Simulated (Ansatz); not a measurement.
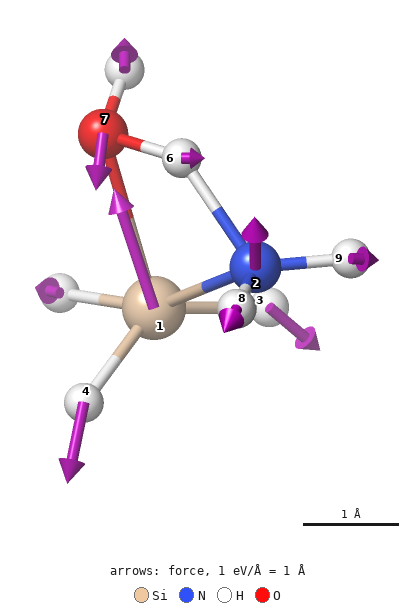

Starting geometry of SiNH7O with the computed forces as purple arrows. Style: ball-and-stick. Shown from a free direction.

The reaction that was planned forms Si1–O7, N2–H6 and breaks Si1–N2, H6–O7 (atoms numbered from 1 in input order).

Method: RKS PBE0-D4/def2-SVP (Ansatz).

The input:
```yaml
crystal:
  periodic: [false, false, false]
  atoms:
    - {symbol: Si, position_ang: [-0.796800, 0.083300, -0.404300]}
    - {symbol: N, position_ang: [0.270300, -0.631000, 1.001300]}
    - {symbol: H, position_ang: [-0.770400, -1.230900, -1.072400]}
    - {symbol: H, position_ang: [-1.663400, 0.754600, 0.567200]}
    - {symbol: H, position_ang: [-1.185400, 0.888400, -1.613200]}
    - {symbol: H, position_ang: [1.105300, 0.283300, 0.337000]}
    - {symbol: O, position_ang: [0.962600, 1.016400, -0.488600]}
    - {symbol: H, position_ang: [0.073600, -0.369100, 1.957100]}
    - {symbol: H, position_ang: [0.546200, -1.603500, 0.996700]}
    - {symbol: H, position_ang: [1.458200, 0.808400, -1.280800]}
basis:
  gaussian: {orbitals: def2-SVP}
hamiltonian: {xc: pbe0, dispersion: d4}
relax: {f_tol: 0.04, max_steps: 150, escape_saddle: false, constraints: [{distance: [0, 6]}, {distance: [1, 5]}, {distance: [0, 1]}, {distance: [5, 6]}]}
```

Command:
```bash
ansatz run in.yaml --threads 2 --pin off --events-out ev --progress --plain --max-ram 4352MiB
```

Is this structure relaxed? If not, where do the atoms go?

Answer. It isn't relaxed: the largest force vector, on Si1, is 1.34 eV/Å. The final displacements have little in common with the starting forces (cosine between the two patterns −0.03). The atom that moves furthest after the best rigid fit is H3 (1.31 Å). By element the largest moves are H 1.31 Å, O 0.40 Å, N 0.28 Å, Si 0.06 Å. Among the contacts that change: Si1–H3 1.475 → 1.530 Å, Si1–H4 1.465 → 1.492 Å, N2–H8 1.010 → 1.021 Å, O7–H10 0.957 → 0.964 Å. Among the angles between lasting bonds that change: H3–Si1–O7 112.5° → 170.0°, N2–Si1–H5 159.9° → 116.7°, H3–Si1–H4 136.0° → 99.4°. Over 14 accepted moves (16 points after the start) the energy falls by 11.1 kcal/mol. Largest force component: 0.79 eV/Å at the start, 0.018 eV/Å at the end. The line search rejected the trial steps at points 12, 15 of the run.
